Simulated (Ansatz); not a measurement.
**WO2F2: how energies converge with the basis set**

Aim: see how fast density functionals converge with the basis set for WO2F2.

Computed with Ansatz 0.2.0, Gaussian basis. Level: one geometry, several basis sets.

The runs, in order: PBE0-D4/def2-SVP; ωB97M-V/def2-SVP; PBE0-D4/def2-QZVPP; ωB97M-V/def2-QZVPP; the functionals' def2-TZVPP values are taken from earlier runs.

## (1) Structure used throughout

An earlier PBE0-D4 in a triple-zeta def2 set relaxation fixed the geometry. W takes the def2 core potential; no spin-orbit term is included.

5 atoms, charge 0, spin multiplicity 1.

Atoms are counted from 1 here; the program's logs count them from 0.

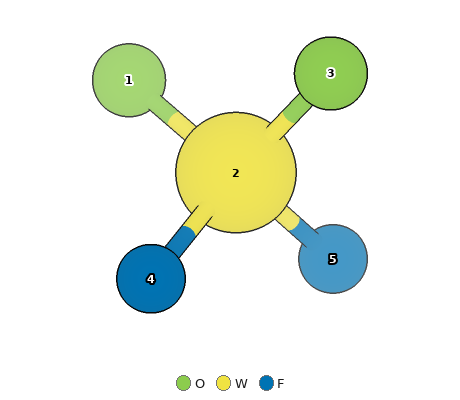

The geometry (oxygen green, tungsten yellow, fluorine blue); atoms are numbered from 1 in the order of the file.

## (2) PBE0-D4 in def2-SVP

The input, in.yaml:

```yaml
crystal:
  periodic: [false, false, false]
  atoms:
    - {symbol: O, position_ang: [-0.737266, -0.522476, 1.424744]}
    - {symbol: W, position_ang: [0.010863, -0.016216, -0.006706]}
    - {symbol: O, position_ang: [1.518594, -0.783177, -0.066382]}
    - {symbol: F, position_ang: [-1.006562, -0.566459, -1.449723]}
    - {symbol: F, position_ang: [0.264272, 1.814628, 0.056568]}
basis:
  gaussian: {orbitals: def2-SVP}
hamiltonian: {xc: pbe0, dispersion: d4}
output: {orbitals: {seedname: orbitals}}
```

Command:

```bash
$ ansatz run in.yaml --threads 4 --pin off --events-out ev --progress --plain --max-ram 10444MiB
```

Output:

```text
Functional definition: PBE0
  name "PBE0"
  cite "Adamo & Barone, J. Chem. Phys. 110, 6158 (1999) doi:10.1063/1.478522"
  cite "Perdew, Burke & Ernzerhof, Phys. Rev. Lett. 77, 3865 (1996) doi:10.1103/PhysRevLett.77.3865"
  parent pbe
  parameter a = 0.25
  parameter kappa = 0.804
  parameter beta = 0.06672455060314922
  exchange = (1 - a)*pbe_x(kappa = kappa, mu = beta*pi^2/3) + a*exact_x
  correlation = pbe_c(beta = beta)
929 factors; their error is unknown
mean field evaluation 1: about -11324.8697 eV, gradient 9.6e1 eV
mean field evaluation 2: about -11134.6058 eV, gradient 3.1e2 eV
mean field evaluation 4: about -11340.5512 eV, gradient 2.5e1 eV
mean field evaluation 8: about -11341.5299 eV, gradient 8.0e-2 eV
mean field evaluation 16: about -11341.6069 eV, gradient 8.9e-5 eV
mean field -11341.60688050 eV, -416.7963652412 hartree, gradient 6.8e-6 eV, S^2 0.000000; 0 other end points of the search recorded, 0 dependent functions left out
reference -11341.60692955 eV, -416.7963670435 hartree; 24, 24 occupied and 64, 64 virtual orbitals, 929 factors
Total energy: -11341.69732794 eV, -416.7996891231 hartree
```

It took 0.85 s on 4 threads of Arm Neoverse V1, shared host.

## (3) ωB97M-V in def2-SVP

in.yaml: that of step 2 with these lines changed.

```diff
@@ -10,3 +10,3 @@
   gaussian: {orbitals: def2-SVP}
-hamiltonian: {xc: pbe0, dispersion: d4}
+hamiltonian: {xc: {name: wB97M-V}}
 output: {orbitals: {seedname: orbitals}}
```

Same command.

Output, cut to the lines that bear on the results:

```text
Functional definition: wB97M-V
  name "wB97M-V"
  cite "Mardirossian & Head-Gordon, J. Chem. Phys. 144, 214110 (2016) doi:10.1063/1.4952647"
  cite "Becke, J. Chem. Phys. 107, 8554 (1997) doi:10.1063/1.475007"
  cite "Vydrov & Van Voorhis, J. Chem. Phys. 133, 244103 (2010) doi:10.1063/1.3521275"
  # Of w^i u^j: cxij and so on, Table III.
[...]
  gx(w, u) = 1 - cx + cx01*u + cx10*w
  gss(w, u) = css00 + css04*u^4 + css10*w + css20*w^2 + css43*w^4*u^3
  gos(w, u) = cos00 + cos10*w + (cos20 + cos21*u)*w^2 + (cos60 + cos61*u)*w^6
[...]
      + integral(e_c_pw_mod_opposite_spin*gos(b97_w_opposite, b97_u_opposite)) + vv10(b, c)
904 factors; their error is unknown
163 factors; integrals over basis functions are off by at most 3.0e-4 eV
[...]
mean field -11346.25155777 eV, -416.9670539825 hartree, gradient 7.1e-6 eV, S^2 0.000000; 0 other end points of the search recorded, 0 dependent functions left out
reference -11346.25163421 eV, -416.9670567915 hartree; 24, 24 occupied and 64, 64 virtual orbitals, 904 factors
Total energy: -11346.25163421 eV, -416.9670567915 hartree
```

It took 3.5 s on 4 threads of Arm Neoverse V1, shared host; peak memory 0.27 GiB.

## (4) PBE0-D4 in def2-QZVPP

in.yaml: that of step 3 with these lines changed.

```diff
@@ -9,4 +9,4 @@
 basis:
-  gaussian: {orbitals: def2-SVP}
-hamiltonian: {xc: {name: wB97M-V}}
+  gaussian: {orbitals: "def2-QZVPP.json"}
+hamiltonian: {xc: pbe0, dispersion: d4}
 output: {orbitals: {seedname: orbitals}}
```

The command is unchanged.

Output:

```text
Functional definition: PBE0
  name "PBE0"
  cite "Adamo & Barone, J. Chem. Phys. 110, 6158 (1999) doi:10.1063/1.478522"
  cite "Perdew, Burke & Ernzerhof, Phys. Rev. Lett. 77, 3865 (1996) doi:10.1103/PhysRevLett.77.3865"
  parent pbe
  parameter a = 0.25
  parameter kappa = 0.804
  parameter beta = 0.06672455060314922
  exchange = (1 - a)*pbe_x(kappa = kappa, mu = beta*pi^2/3) + a*exact_x
  correlation = pbe_c(beta = beta)
1204 factors; their error is unknown
mean field evaluation 1: about -11336.5840 eV, gradient 1.1e2 eV
mean field evaluation 2: about -11126.8018 eV, gradient 3.4e2 eV
mean field evaluation 4: about -11353.0035 eV, gradient 3.4e1 eV
mean field evaluation 8: about -11354.6731 eV, gradient 8.6e-2 eV
mean field evaluation 16: about -11354.6939 eV, gradient 1.2e-4 eV
mean field -11354.69392709 eV, -417.2773053327 hartree, gradient 4.3e-6 eV, S^2 0.000000; 0 other end points of the search recorded, 0 dependent functions left out
reference -11354.69395438 eV, -417.2773063356 hartree; 24, 24 occupied and 285, 285 virtual orbitals, 1204 factors
Total energy: -11354.78435277 eV, -417.2806284152 hartree
```

It took 3.8 s on 4 threads of Arm Neoverse V1, shared host; peak memory 0.74 GiB.

## (5) ωB97M-V in def2-QZVPP

in.yaml: that of step 4 with these lines changed.

```diff
@@ -10,3 +10,3 @@
   gaussian: {orbitals: "def2-QZVPP.json"}
-hamiltonian: {xc: pbe0, dispersion: d4}
+hamiltonian: {xc: {name: wB97M-V}}
 output: {orbitals: {seedname: orbitals}}
```

Launched as before.

Output, cut to the lines that bear on the results:

```text
Functional definition: wB97M-V
  name "wB97M-V"
  cite "Mardirossian & Head-Gordon, J. Chem. Phys. 144, 214110 (2016) doi:10.1063/1.4952647"
  cite "Becke, J. Chem. Phys. 107, 8554 (1997) doi:10.1063/1.475007"
  cite "Vydrov & Van Voorhis, J. Chem. Phys. 133, 244103 (2010) doi:10.1063/1.3521275"
  # Of w^i u^j: cxij and so on, Table III.
[...]
  gx(w, u) = 1 - cx + cx01*u + cx10*w
  gss(w, u) = css00 + css04*u^4 + css10*w + css20*w^2 + css43*w^4*u^3
  gos(w, u) = cos00 + cos10*w + (cos20 + cos21*u)*w^2 + (cos60 + cos61*u)*w^6
[...]
      + integral(e_c_pw_mod_opposite_spin*gos(b97_w_opposite, b97_u_opposite)) + vv10(b, c)
1164 factors; their error is unknown
220 factors; integrals over basis functions are off by at most 4.9e-5 eV
[...]
mean field -11359.58712631 eV, -417.4571270871 hartree, gradient 5.9e-5 eV, S^2 0.000000; 0 other end points of the search recorded, 0 dependent functions left out
reference -11359.58717251 eV, -417.4571287851 hartree; 24, 24 occupied and 285, 285 virtual orbitals, 1164 factors
Total energy: -11359.58717251 eV, -417.4571287851 hartree
```

Run time: 10 s. Hardware: 4 threads of Arm Neoverse V1, shared host; peak memory 0.91 GiB.

## (6) Density functionals: the series

The def2-TZVPP values come from earlier runs at the same geometry.

| functional | basis | functions | energy (eV) | from the largest (eV) | HOMO (eV) | LUMO (eV) |
| --- | --- | --- | --- | --- | --- | --- |
| PBE0-D4 | def2-SVP | 88 | -11341.6973 | 13.087 | -9.79 | -2.58 |
| PBE0-D4 | def2-TZVPP | 180 | -11354.2552 | 0.529 | -9.79 | -2.56 |
| PBE0-D4 | def2-QZVPP | 309 | -11354.7844 | 0.000 | -9.81 | -2.58 |
| ωB97M-V | def2-SVP | 88 | -11346.2516 | 13.336 | -12.13 | -0.36 |
| ωB97M-V | def2-TZVPP | 180 | -11359.0954 | 0.492 | -12.14 | -0.34 |
| ωB97M-V | def2-QZVPP | 309 | -11359.5872 | 0.000 | -12.16 | -0.37 |

## (7) Outcome

```
                                       quantity           value
PBE0-D4: double and triple zeta above quadruple  13.09, 0.53 eV
ωB97M-V: double and triple zeta above quadruple  13.34, 0.49 eV
```

In words: For PBE0-D4 the step from double to triple zeta gains 12.56 eV and the next only 0.53 eV. These are total energies; as a rule much of such shifts cancels in differences, which this series doesn't test.

For PBE0-D4 the largest set took about 4 times as long as the smallest (3.8 s against 0.85 s).
